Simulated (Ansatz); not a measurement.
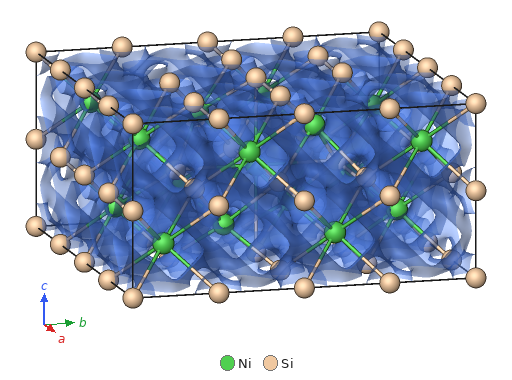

*Si₃₁Ni₁₇. Isosurface of the electron localisation function at 0.55 (blue), seen slightly off an axis. Core shells and regions of very low density are left out. Sticks mark near contacts.*

Space group P-42m; a generated structure, not necessarily the stable one; computed without spin polarisation.

Method: Ansatz, DFT PBEsol, scalar-relativistic, plane waves, PAW.

Input

```
crystal:
  lattice:
    - [10.862, 0.0, 0.0]
    - [0.0, 10.862, 0.0]
    - [0.0, 0.0, 5.431]
  atoms:
    - { symbol: Ni, position: [0.0, 0.0, 0.0] }
    - { symbol: Ni, position: [0.0, 0.5, 0.0] }
    - { symbol: Ni, position: [0.5, 0.0, 0.0] }
    - { symbol: Ni, position: [0.5, 0.5, 0.0] }
    - { symbol: Ni, position: [0.0, 0.25, 0.5] }
    - { symbol: Ni, position: [0.0, 0.75, 0.5] }
    - { symbol: Ni, position: [0.5, 0.25, 0.5] }
    - { symbol: Ni, position: [0.5, 0.75, 0.5] }
    - { symbol: Ni, position: [0.25, 0.0, 0.5] }
    - { symbol: Ni, position: [0.25, 0.5, 0.5] }
    - { symbol: Ni, position: [0.75, 0.0, 0.5] }
    - { symbol: Ni, position: [0.75, 0.5, 0.5] }
    - { symbol: Ni, position: [0.25, 0.25, 0.0] }
    - { symbol: Ni, position: [0.25, 0.75, 0.0] }
    - { symbol: Ni, position: [0.75, 0.25, 0.0] }
    - { symbol: Ni, position: [0.75, 0.75, 0.0] }
    - { symbol: Si, position: [0.125, 0.125, 0.25] }
    - { symbol: Si, position: [0.125, 0.625, 0.25] }
    - { symbol: Si, position: [0.625, 0.125, 0.25] }
    - { symbol: Si, position: [0.625, 0.625, 0.25] }
    - { symbol: Si, position: [0.375, 0.375, 0.75] }
    - { symbol: Si, position: [0.375, 0.875, 0.75] }
    - { symbol: Si, position: [0.875, 0.375, 0.75] }
    - { symbol: Si, position: [0.875, 0.875, 0.75] }
    - { symbol: Si, position: [0.125, 0.375, 0.75] }
    - { symbol: Si, position: [0.125, 0.875, 0.75] }
    - { symbol: Si, position: [0.625, 0.375, 0.75] }
    - { symbol: Si, position: [0.625, 0.875, 0.75] }
    - { symbol: Si, position: [0.375, 0.125, 0.25] }
    - { symbol: Si, position: [0.375, 0.625, 0.25] }
    - { symbol: Si, position: [0.875, 0.125, 0.25] }
    - { symbol: Si, position: [0.875, 0.625, 0.25] }
    - { symbol: Si, position: [0.375, 0.125, 0.75] }
    - { symbol: Si, position: [0.375, 0.625, 0.75] }
    - { symbol: Si, position: [0.875, 0.125, 0.75] }
    - { symbol: Si, position: [0.875, 0.625, 0.75] }
    - { symbol: Si, position: [0.125, 0.375, 0.25] }
    - { symbol: Si, position: [0.125, 0.875, 0.25] }
    - { symbol: Si, position: [0.625, 0.375, 0.25] }
    - { symbol: Si, position: [0.625, 0.875, 0.25] }
    - { symbol: Si, position: [0.375, 0.375, 0.25] }
    - { symbol: Si, position: [0.375, 0.875, 0.25] }
    - { symbol: Si, position: [0.875, 0.375, 0.25] }
    - { symbol: Si, position: [0.875, 0.875, 0.25] }
    - { symbol: Si, position: [0.125, 0.125, 0.75] }
    - { symbol: Si, position: [0.125, 0.625, 0.75] }
    - { symbol: Si, position: [0.625, 0.125, 0.75] }
    - { symbol: Ni, position: [0.625, 0.625, 0.75] }
scf:
  occupations: { method: methfessel_paxton, width: 0.1 }
output:
  forces: true
  stress: true
  eigenvalues: true
  write_density: true
  write_potential: true
  elf: true
  volumetric_format: npy
kpoints:
  mp_grid: { grid: [4, 4, 6] }
hamiltonian:
  xc: pbesol
relax:
  f_tol: 0.01
  adjacent_minimum: "off"
  cell: { stress_tol: 0.05, fix: [shape] }
```

Run with:

```sh
ansatz run input.yaml --threads 4 --pin off --max-ram 10240MiB --backend cpu --events-out ev --progress --plain --runs-dir out
```

Below, planes, directions and counts refer to the conventional cell (a = 10.74 Å, b = 10.74 Å, c = 5.37 Å, α = 90.00°, β = 90.00°, γ = 90.00°).

The fields are those of the relaxed geometry.

> What do the ELF domains correspond to?

The ELF exceeds this value in one network that runs through the whole crystal, counted in one cell of 48 atoms. Regions shared between cells count once.

Values along the shortest contacts:
Si–Ni (2.23 Å): the ELF peaks at about 0.80 in the valence shell of Si, 0.8 Å from its nucleus, and is about 0.55 at the midpoint. Si–Ni (2.28 Å): the ELF peaks at about 0.80 in the valence shell of Si, 0.9 Å from its nucleus, and is about 0.55 at the midpoint.
